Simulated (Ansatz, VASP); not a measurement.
# SnTe in two plane-wave programs

One calculation is typed for both programs; each brings its own data sets and cutoff. How far apart do they land? The cell comes out of the VASP series on this material, whose earlier steps may have relaxed, scaled or displaced it; both programs get it as it stands.

Method: plane waves, with VASP 6.6.1 beside it; band structure at r2SCAN, single point at r2SCAN and band structure at r2SCAN, spin-orbit coupling, in Ansatz 0.2.0.

**1. Starting point**

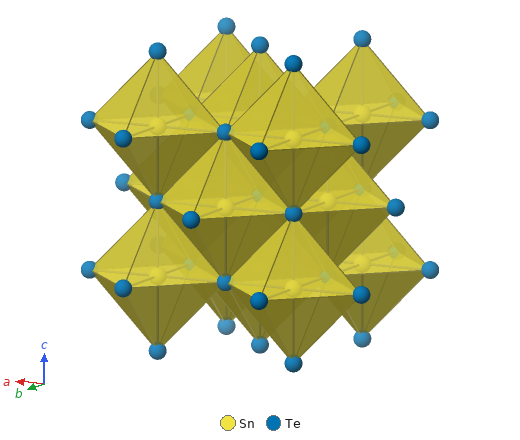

The cell as given, from a free direction (tin yellow, tellurium blue). This picture shows the conventional cell, with its axes. Some periodic images of atoms are drawn too.

**2. VASP: band structure, r2SCAN**

The same path points are solved in both programs, so levels can be compared one by one.

Lines of VASP's logs that name or quote its potential files are left out, and so is its time.

Input file INCAR:

```
SYSTEM = SnTe
PREC = Accurate
ENCUT = 400
EDIFF = 1E-06
NELM = 100
ISMEAR = 0
SIGMA = 0.05
LREAL = .FALSE.
ALGO = Normal
METAGGA = R2SCAN
LASPH = .TRUE.
NBANDS = 22
LORBIT = 11
LWAVE = .FALSE.
LCHARG = .FALSE.
KPAR = 2
```

Input file POSCAR:

```
SnTe
1.0
    0.0000000000      3.1889531428      3.1889531428
    3.1889531428      0.0000000000      3.1889531428
    3.1889531428      3.1889531428      0.0000000000
Sn Te
1 1
Direct
    0.0000000000      0.0000000000      0.0000000000
    0.5000000000      0.5000000000      0.5000000000
```

Input file KPOINTS:

```
Automatic mesh
0
Gamma
6 6 6
0 0 0
```

Input file KPOINTS_OPT:

```
Line mode
16
Line-mode
Reciprocal
  0.00000000   0.00000000   0.00000000 GAMMA
  0.50000000   0.00000000   0.50000000 X

  0.50000000   0.00000000   0.50000000 X
  0.50000000   0.25000000   0.75000000 W

  0.50000000   0.25000000   0.75000000 W
  0.37500000   0.37500000   0.75000000 K

  0.37500000   0.37500000   0.75000000 K
  0.00000000   0.00000000   0.00000000 GAMMA

  0.00000000   0.00000000   0.00000000 GAMMA
  0.50000000   0.50000000   0.50000000 L

  0.50000000   0.50000000   0.50000000 L
  0.62500000   0.25000000   0.62500000 U

  0.62500000   0.25000000   0.62500000 U
  0.50000000   0.25000000   0.75000000 W

  0.50000000   0.25000000   0.75000000 W
  0.50000000   0.50000000   0.50000000 L

  0.50000000   0.50000000   0.50000000 L
  0.37500000   0.37500000   0.75000000 K

  0.62500000   0.25000000   0.62500000 U
  0.50000000   0.00000000   0.50000000 X
```

Potentials, in the order of the species: Sn_d and Te (PBE family, release 64).

Launch:

```sh
$ mpirun -np 2 vasp_std
```

Numbers of over 12 decimals in the logs are rounded to 6 here.

Log:

```text
[banner, memory and clock lines left out]
running    2 mpi-ranks, on    1 nodes
 distrk:  each k-point on    1 cores,    2 groups
 distr:  one band on    1 cores,    1 groups

 POSCAR found type information on POSCAR SnTe
 POSCAR found :  2 types and       2 ions
|                                                                             |
|               ----> ADVICE to this user running VASP <----                  |
|                                                                             |
|     You enforced a specific xc type in the INCAR file but a different       |
|     [... a line on the potential file left out ...]
|     I HOPE YOU KNOW WHAT YOU ARE DOING!                                     |
|                                                                             |

 LDA part: xc-table for (None), standard interpolation
 POSCAR, INCAR and KPOINTS ok, starting setup
 FFT: planning ... GRIDC
 FFT: planning ... GRID_SOFT
 FFT: planning ... GRID
 WAVECAR not read
 entering main loop
       N       E                     dE             d eps       ncg     rms          rms(c)
DAV:   1     0.896478623279E+02    0.89648E+02   -0.80748E+03   766   0.916E+02
DAV:   2    -0.390273478897E+02   -0.12868E+03   -0.12365E+03   750   0.293E+02
DAV:   3    -0.533402556286E+02   -0.14313E+02   -0.14211E+02   832   0.775E+01
DAV:   4    -0.537836554834E+02   -0.44340E+00   -0.44322E+00   850   0.143E+01
DAV:   5    -0.537981969887E+02   -0.14542E-01   -0.14541E-01   974   0.261E+00    0.446E+00
DAV:   6    -0.506784441483E+02    0.31198E+01   -0.63379E-01   920   0.896E+00    0.309E+00
DAV:   7    -0.506778926534E+02    0.55149E-03   -0.83136E-02   788   0.165E+00    0.100E+00
DAV:   8    -0.506814861191E+02   -0.35935E-02   -0.77675E-03   886   0.508E-01    0.507E-01
DAV:   9    -0.506818844283E+02   -0.39831E-03   -0.11150E-03   800   0.144E-01    0.167E-01
DAV:  10    -0.506819432877E+02   -0.58859E-04   -0.13668E-04   986   0.886E-02    0.604E-02
DAV:  11    -0.506819727588E+02   -0.29471E-04   -0.52300E-05   818   0.471E-02    0.297E-02
DAV:  12    -0.506819725002E+02    0.25861E-06   -0.55147E-06   892   0.272E-02
   1 F= -.50681973E+02 E0= -.50681903E+02  d E =-.138832E-03
 Start KPOINTS_OPT (optional k-point list driver)
k-point batch [1-16\160]
       N       E                     dE             ncg
DAV:   1     0.116165788382E+02   -0.49161E+04      740
DAV:   2    -0.218730897046E+04   -0.21989E+04      788
DAV:   3    -0.243194779359E+04   -0.24464E+03      826
DAV:   4    -0.243945816146E+04   -0.75104E+01      872
DAV:   5    -0.243972202751E+04   -0.26387E+00      978
DAV:   6    -0.243972812948E+04   -0.61020E-02      940
DAV:   7    -0.243972825950E+04   -0.13002E-03      992
DAV:   8    -0.243972826090E+04   -0.13992E-05      692
DAV:   9    -0.243972826099E+04   -0.90239E-07      614
[...]
k-point batch [145-160\160]
       N       E                     dE             ncg
DAV:   1    -0.218733450072E+03   -0.90967E+04      750
DAV:   2    -0.231472545595E+04   -0.20960E+04      742
DAV:   3    -0.254263633380E+04   -0.22791E+03      864
DAV:   4    -0.254954036731E+04   -0.69040E+01      912
DAV:   5    -0.254978246040E+04   -0.24209E+00      888
DAV:   6    -0.254978966384E+04   -0.72034E-02     1032
DAV:   7    -0.254978984950E+04   -0.18567E-03      906
DAV:   8    -0.254978985070E+04   -0.11989E-05      824
DAV:   9    -0.254978985080E+04   -0.96713E-07      504
```

Parts of OUTCAR (step 2):

```text
ion  position               nearest neighbor table
   1  0.000  0.000  0.000-   2 3.19   2 3.19   2 3.19   2 3.19   2 3.19   2 3.19
   2  0.500  0.500  0.500-   1 3.19   1 3.19   1 3.19   1 3.19   1 3.19   1 3.19

  LATTYP: Found a face centered cubic cell.
 ALAT       =     6.3779062856

 Subroutine GETGRP returns: Found 48 space group operations
 (whereof 48 operations were pure point group operations)

The static configuration has the point symmetry O_h .

 Found     16 irreducible k-points:

   k-points           NKPTS =     16   k-points in BZ     NKDIM =     16   number of bands    NBANDS=     22

   dimension x,y,z NGX =    30 NGY =   30 NGZ =   30
   dimension x,y,z NGXF=    60 NGYF=   60 NGZF=   60

   ENCUT  =  400.0 eV  29.40 Ry    5.42 a.u.   7.35  7.35  7.35*2*pi/ulx,y,z

   NELECT =      20.0000    total number of electrons

 k-points in reciprocal lattice and weights: Automatic mesh
   0.00000000  0.00000000  0.00000000       0.005
   0.16666667  0.00000000  0.00000000       0.037
   0.33333333  0.00000000  0.00000000       0.037
   0.50000000  0.00000000  0.00000000       0.019
   0.16666667  0.16666667  0.00000000       0.028
   0.33333333  0.16666667  0.00000000       0.111
   0.50000000  0.16666667  0.00000000       0.111
  -0.33333333  0.16666667  0.00000000       0.111
  -0.16666667  0.16666667  0.00000000       0.056
[...]
-0.33333333  0.33333333  0.16666667       0.111
  -0.33333333  0.50000000  0.16666667       0.056

 average (electrostatic) potential at core
       1-106.6556       2 -93.1034

 E-fermi :   6.6332

 k-point     1 :       0.0000    0.0000    0.0000
  band No.  band energies     occupation
    ...
      6      -6.6546      2.00000
      7       1.6788      2.00000
      8       4.1854      2.00000
      9       4.1854      2.00000
     10       4.1854      2.00000
     11       9.9248      0.00000
     12       9.9249      0.00000
     13       9.9249      0.00000
     14      11.6025      0.00000
     15      11.6025      0.00000
    ...

 k-point     2 :       0.1667    0.0000    0.0000
  band No.  band energies     occupation
    ...
      6      -6.4230      2.00000
      7       0.5172      2.00000
      8       4.2361      2.00000
      9       4.2362      2.00000
     10       5.0031      2.00000
     11       8.8649      0.00000
     12       8.8650      0.00000
     13       8.9679      0.00000
     14      11.6104      0.00000
     15      12.1627      0.00000
    ...

 k-point     3 :       0.3333    0.0000    0.0000
  band No.  band energies     occupation
    ...
      6      -5.8236      2.00000
      7      -1.1862      2.00000
      8       4.4040      2.00000
      9       4.4040      2.00000
     10       5.8991      2.00000
     11       7.4940      0.00000
     12       7.4940      0.00000
     13       7.6248      0.00000
     14      12.7207      0.00000
     15      13.7024      0.00000
    ...

  Total        0.0130157      0.0130157      0.0130157      0.0000000      0.0000000     -0.0000000
  in kB        0.3215158      0.3215158      0.3215158      0.0000000      0.0000000     -0.0000000
  external PRESSURE =       0.3215158 kB  Pullay stress =       0.0000000 kB

  energy-cutoff  :      400.00
  volume of cell :       64.86
      direct lattice vectors                 reciprocal lattice vectors
     0.000000000  3.188953143  3.188953143    -0.156791266  0.156791266  0.156791266
     3.188953143  0.000000000  3.188953143     0.156791266 -0.156791266  0.156791266
     3.188953143  3.188953143  0.000000000     0.156791266  0.156791266 -0.156791266

 POSITION                                       TOTAL-FORCE (eV/Angst)
 -----------------------------------------------------------------------------------
      0.00000      0.00000      0.00000         0.000000      0.000000      0.000000
      3.18895      3.18895      3.18895         0.000000      0.000000     -0.000000
 -----------------------------------------------------------------------------------
    total drift:                               -0.000000      0.000000      0.000000

  FREE ENERGIE OF THE ION-ELECTRON SYSTEM (eV)
  ---------------------------------------------------
  free  energy   TOTEN  =       -50.6819725002 eV

  energy  without entropy=      -50.6818336678  energy(sigma->0) =      -50.68190308

 total charge
# of ion       s       p       d       tot
------------------------------------------
    1        1.351   0.724   9.978  12.053
    2        1.383   2.004   0.027   3.414
--------------------------------------------------
tot          2.735   2.727  10.004  15.467

[... 3 further parts left out ...]
```

The run ends at a pressure of 0.03 GPa.

**3. Ansatz: band structure, r2SCAN**

Ansatz runs on its default PAW (the set named soft_2) files.

The same cell, functional, mesh and smearing now go to Ansatz, which takes its cutoff from its data sets.

Input file input.yaml:

```yaml
crystal:
  lattice:
    - [0.0, 3.1889531428, 3.1889531428]
    - [3.1889531428, 0.0, 3.1889531428]
    - [3.1889531428, 3.1889531428, 0.0]
  atoms:
    - { symbol: Sn, position: [0.0, 0.0, 0.0] }
    - { symbol: Te, position: [0.5, 0.5, 0.5] }
hamiltonian:
  xc: r2scan
  pseudopotentials: { kind: paw }
kpoints:
  mp_grid: { grid: [6, 6, 6] }
  band_path:
    path:
      - [0.0, 0.0, 0.0]
      - [0.16667, 0.0, 0.16667]
      - [0.33333, 0.0, 0.33333]
      - [0.5, 0.0, 0.5]
      - [0.5, 0.08333, 0.58333]
      - [0.5, 0.18333, 0.68333]
      - [0.5, 0.25, 0.75]
      - [0.45, 0.3, 0.75]
      - [0.40833, 0.34167, 0.75]
      - [0.35, 0.35, 0.7]
      - [0.225, 0.225, 0.45]
      - [0.075, 0.075, 0.15]
      - [0.03333, 0.03333, 0.03333]
      - [0.23333, 0.23333, 0.23333]
      - [0.4, 0.4, 0.4]
      - [0.5, 0.5, 0.5]
      - [0.51667, 0.46667, 0.51667]
      - [0.55833, 0.38333, 0.55833]
      - [0.60833, 0.28333, 0.60833]
      - [0.60833, 0.25, 0.64167]
      - [0.55833, 0.25, 0.69167]
      - [0.51667, 0.25, 0.73333]
      - [0.5, 0.3, 0.7]
      - [0.5, 0.38333, 0.61667]
      - [0.5, 0.48333, 0.51667]
      - [0.475, 0.475, 0.55]
      - [0.425, 0.425, 0.65]
      - [0.38333, 0.38333, 0.73333]
      - [0.59167, 0.18333, 0.59167]
      - [0.55, 0.1, 0.55]
      - [0.5, 0.0, 0.5]
    npoints: 1
scf:
  occupations: { method: gaussian, width: 0.05 }
  n_extra_bands: 7
output:
  forces: true
  stress: true
  eigenvalues: true
  write_density: true
  write_potential: true
  elf: true
  volumetric_format: npy
```

Launch:

```sh
$ ansatz run input.yaml --threads 2 --pin off --max-ram 4608MiB --backend cpu --events-out ev --progress --plain --runs-dir out
```

Log:

```text
scf.n_extra_bands = 7 over 15 filled bands (N_el = 30.0): the run solves 22 bands
Engine: ansatz 0.2.0, aarch64-unknown-linux-gnu
Pseudopotentials: kind: paw
Pseudopotential: Sn, paw, valence charge 14, recommended cutoff 500 eV (meta_gga), Sn.paw.azcp
Pseudopotential: Te, paw, valence charge 16, recommended cutoff 500 eV (meta_gga), Te.paw.azcp
Functional definition: r2SCAN
  parameter k0 = 0.174
  parameter k1 = 0.065
  parameter a1 = 4.9479
  exchange = r2scan_x(k0 = k0, k1 = k1, a1 = a1)
  correlation = r2scan_c
Crystal: 2 atoms, lattice volume = 64.860 Å³
Basis set: ecut = 500 eV, 1639 PW (Γ), exchange–correlation on 144×144×144 points (64 copies of the dense FFT grid, shifted against one another)
Bands: 22, of which v1, the nominal top of the filled ones, is band 15 counted from 1 (14 counted from 0)
Symmetry: 48 space group operations
Space group: Fm-3m (ITA 225), of the structure as read, at distance tolerance 4.0e-5 Å
k-points: 16 of 216
Non-local potential: Sn, projectors of the file, l = 0: 2, l = 1: 2, l = 2: 2, l = 3: 2
Non-local potential: Te, projectors of the file, l = 0: 2, l = 1: 2, l = 2: 2, l = 3: 2
PAW form: soft (Blöchl's): semilocal exchange-correlation on the pseudo side does not see the compensation charge
PAW frozen core: Sn, regenerated for the run's functional (the file was generated under x = pbe(κ = 0.804, μ = 0.219515), c = pbe(β = 0.066725))
PAW frozen core: Te, regenerated for the run's functional (the file was generated under x = pbe(κ = 0.804, μ = 0.219515), c = pbe(β = 0.066725))
PAW one-centre angular grid: Sn, 590 points (default); XC on 249 of its mesh's 2787 points in the sphere
PAW one-centre angular grid: Te, 590 points (default); XC on 160 Gauss nodes
Initial density: superposition of atomic densities (neutral atoms: chi_scale 0, normalization atom), corrected by the library's trained network
Initial wavefunctions: pseudopotential atomic-orbital guess
Functional: x = r2scan, c = r2scan; τ floored in thin density (d = 2e-4 eV/Å³)
SCF iter   1: F=—  HF=-13033.974179 eV  |F-HF|=—  |Δ(HF+E_count)|=         —  Δρ=3.41e-3  dr2=5.63e-3  dr2_τ=5.69e-4  ethr=1.77e-3  ⟨swp⟩=7.4  Hψ=1957  notcnv=0  defer=2
preconditioner: auto → none  [insulator: Δε(μ)=0.118 eV  Ē_g=11.355 eV  σ=0.050 eV  W_gap=0.90  n_scr=14 (ndim 8)  ℏωp=14.6 eV  f_vac=0.012  D(μ)=0.21/eV (n_scr^D=0)  ε∞_Penn≈2.6]
SCF iter   2: F=—  HF=-13033.981759 eV  |F-HF|=—  |Δ(HF+E_count)|=   7.58e-3  Δρ=1.27e-3  dr2=7.65e-4  dr2_τ=3.08e-5  ethr=1.88e-5  ⟨swp⟩=2.0  Hψ=718  notcnv=0  defer=34
SCF iter   3: F=—  HF=-13033.982050 eV  |F-HF|=—  |Δ(HF+E_count)|=   2.92e-4  Δρ=4.01e-4  dr2=4.91e-5  dr2_τ=3.32e-6  ethr=2.55e-6  ⟨swp⟩=2.0  Hψ=547  notcnv=0  defer=34
SCF iter   4: F=—  HF=-13033.982069 eV  |F-HF|=—  |Δ(HF+E_count)|=   1.87e-5  Δρ=9.75e-5  dr2=2.19e-6  dr2_τ=7.65e-8  ethr=1.64e-7  ⟨swp⟩=2.0  Hψ=478  notcnv=0  defer=34
iter 5 did not close the SCF: its close was put off for the readings that it lacked (scf_convergence_deferred on its scf_iter line)
SCF iter   5: F=-13033.982072 eV  HF=-13033.982072 eV  |F-HF|=3.31e-8  |Δ(HF+E_count)|=   2.40e-6  Δρ=1.03e-5  dr2=6.25e-8  dr2_τ=8.65e-10  ethr=7.30e-9  ⟨swp⟩=2.7  Hψ=488  notcnv=0  defer=34
SCF iter   6: F=-13033.982072 eV  HF=-13033.982072 eV  |F-HF|=7.92e-9  |Δ(HF+E_count)|=   6.42e-9  Δρ=5.44e-6  dr2=2.09e-8  dr2_τ=1.87e-10  ethr=2.08e-10  ⟨swp⟩=11.3  Hψ=2400  notcnv=0
SCF 1 converged in 6 iterations: F = -13033.982072 eV  dr2 = 2.09e-8
  greatest PAW one-centre occupation: 0.997 electrons in one spin orbital (limit 2), on the Te atom at site 1 (counted from 0), in its partial waves of l = 2
NSCF: frozen V_eff on 31 k-points
SCF converged after 6 iterations
Free energy (F): -13033.982072 eV
Harris-Foulkes:  -13033.982072 eV  (|F-HF|=7.92e-9)
Internal energy: -13033.981940 eV  (E = F + TS)
E sigma→0 (E₀):  -13033.982006 eV
Entropy (-TS):   -0.000132 eV (-0.066 meV/atom)
Fermi energy:    9.267443 eV
--- Per-component energies (eV) ---
  E_band       = -388.863350
  E_kinetic    = 364.737356
  E_local      = -2208.486975  (includes V_loc(G=0)·N_el)
  E_nonlocal   = -343.709784
  E_hartree    = 1375.639445
  E_xc         = -490.637998
  E_vxc        = -216.679219  (∫ρ·V_xc dr)
  E_paw        = -8842.008762  (= ΣΔE_a)
  E_vpaw       = -749.388295  (= ΣTr[D̂ρ^β])
  E_aug_tail   = -0.000037  (compensation charges beyond the density's cutoff)
  E_vtau       = 13.383105  (kinetic-family band-sum trace: ∫τ·v_τ [+ j·A + Jᵃ·Aᵃ] dr)
  E_ewald      = -2890.535360
  E_core_change = 1.020175  (= ΣΔE_core)
  E_smearing   = -0.000132  (= −TS)
  E_closure    = 0.000000  (closes the sum)
  Σ components = -13033.982072   (vs F -13033.982072, Δ=0.00e0)
--- Forces (eV/Å), atoms counted from 1 ---
  atom   1  Sn    -0.00000000    -0.00000000     0.00000000
  atom   2  Te     0.00000000    -0.00000000    -0.00000000
  max |Σ_I F_I| component: 4.04e-29 eV/Å
--- Stress (GPa, compression-positive) ---
        0.013106       0.000000       0.000000
        0.000000       0.013106       0.000000
        0.000000       0.000000       0.013106
  P = ⅓ Tr σ = 0.0131 GPa (0.131 kbar)
--- Band table (eV; the first three rows and the last of 16) ---
  k-point 0: bands = [... 11 lower, 4.3155, 6.8178, 6.8178, 6.8178, 12.5556, 12.5556, 12.5556, 14.2549, ... 3 higher]
  k-point 1: bands = [... 11 lower, 3.1531, 6.8683, 6.8683, 7.6366, 11.4989, 11.4989, 11.6009, 14.2534, ... 3 higher]
  k-point 2: bands = [... 11 lower, 1.4496, 7.0354, 7.0354, 8.5332, 10.1288, 10.1288, 10.2589, 15.3611, ... 3 higher]
  k-point 15: bands = [... 11 lower, 1.7363, 3.8281, 4.6837, 7.1313, 11.2873, 12.9050, 14.6275, 14.8873, ... 3 higher]
```

The job ended after 4 s (2 threads of Arm Neoverse V1, shared host; peak memory 0.53 GiB).

In the SCF lines HF is the Harris–Foulkes energy and dr2 the Hartree energy of the density residual, in eV; the loop may stop once dr2 is under the threshold and the program's other checks hold. Hψ counts applications of the Hamiltonian.

**4. Differences**

Known differences besides the PAW data sets themselves: VASP keeps PBE cores, Ansatz makes them for the functional; the data sets hold 30 valence electrons in Ansatz (default PAW (the set named soft_2) files) and 20 in VASP; the cutoff is 500 eV in Ansatz and 400 eV in VASP. Total energies have different zeros and are not compared.

Compared:

| quantity | Ansatz | VASP | difference |
| --- | --- | --- | --- |
| pressure (GPa) | 0.01 | 0.03 | -0.02 |
| gap over the path points (eV) | 0.144 | 0.142 | +0.002 |

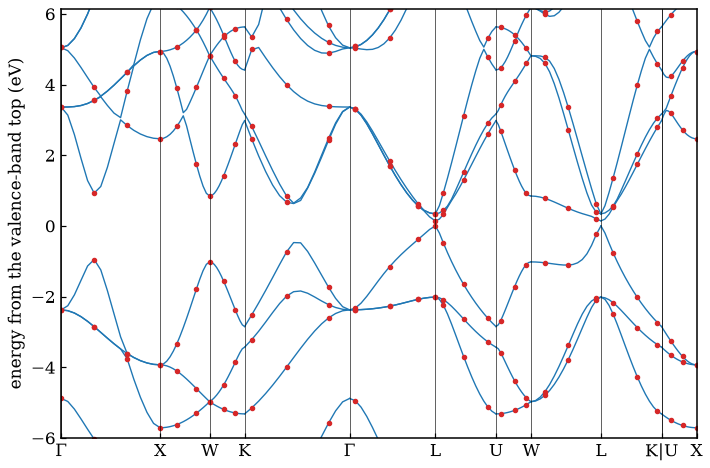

Bands from VASP (lines) and levels from Ansatz (dots). Dots without a line are higher empty bands that the VASP plot leaves out.

Levels at points of the path, from each program's valence-band top (eV; 4 filled, then empty):

| k (reciprocal lattice) | Ansatz | VASP |
| --- | --- | --- |
| 0.000 0.000 0.000 | -4.88 -2.38 -2.38 -2.38 3.36 3.36 3.36 | -4.88 -2.38 -2.38 -2.38 3.36 3.36 3.36 |
| 0.167 0.000 0.167 | -6.03 -2.85 -2.85 -0.95 0.93 3.55 3.55 | -6.03 -2.85 -2.85 -0.95 0.93 3.55 3.55 |
| 0.333 0.000 0.333 | -6.91 -3.76 -3.61 -3.61 2.84 3.82 4.35 | -6.92 -3.76 -3.61 -3.61 2.84 3.82 4.35 |
| 0.500 0.000 0.500 | -6.73 -5.71 -3.93 -3.93 2.47 4.93 4.93 | -6.74 -5.71 -3.93 -3.93 2.46 4.94 4.94 |
| 0.500 0.083 0.583 | -7.02 -5.62 -4.10 -3.35 2.81 3.92 5.05 | -7.03 -5.62 -4.10 -3.35 2.81 3.92 5.06 |
| 0.500 0.183 0.683 | -7.52 -5.30 -4.61 -1.78 1.74 3.93 5.54 | -7.53 -5.30 -4.61 -1.78 1.74 3.92 5.54 |
| 0.500 0.250 0.750 | -7.64 -4.97 -4.97 -1.02 0.85 4.82 4.82 | -7.64 -4.98 -4.98 -1.02 0.84 4.81 4.81 |
| 0.450 0.300 0.750 | -7.65 -5.19 -4.50 -1.56 1.42 4.18 5.35 | -7.66 -5.19 -4.50 -1.56 1.42 4.18 5.34 |
| 0.408 0.342 0.750 | -7.68 -5.29 -3.85 -2.38 2.32 3.68 4.66 | -7.68 -5.29 -3.85 -2.38 2.32 3.68 4.65 |
| 0.350 0.350 0.700 | -7.87 -5.15 -3.22 -2.52 2.47 2.82 4.99 | -7.88 -5.15 -3.22 -2.52 2.46 2.82 4.98 |

Among the levels compared (up to four filled and three empty ones at each point), filled levels agree within 7 meV and empty ones within 9 meV. Ansatz's pressure holds a Pulay correction of 0.01 GPa; VASP's holds none.

**5. Further runs**

An all-electron run, which needs no data sets, serves as referee.

| run | difference in gap over the path points (eV) |
| --- | --- |
| as above | 0.0020 |
| Ansatz's all-electron LAPW method | 0.0017 |

(Continued in part 2 of 2.)

[Lines on the potential files, build, host, timing and source positions are cut from VASP's logs without a mark.]

[Logs are printed without paths, hosts, clocks, repeated set-up lines and the standing remarks that a program may print on its own settings, such as how far it seeks lower states.]

[Hosts, paths, dates, database ids (printed as entryN), source tags and the programs' standing remarks are cut or masked in the printed files.]
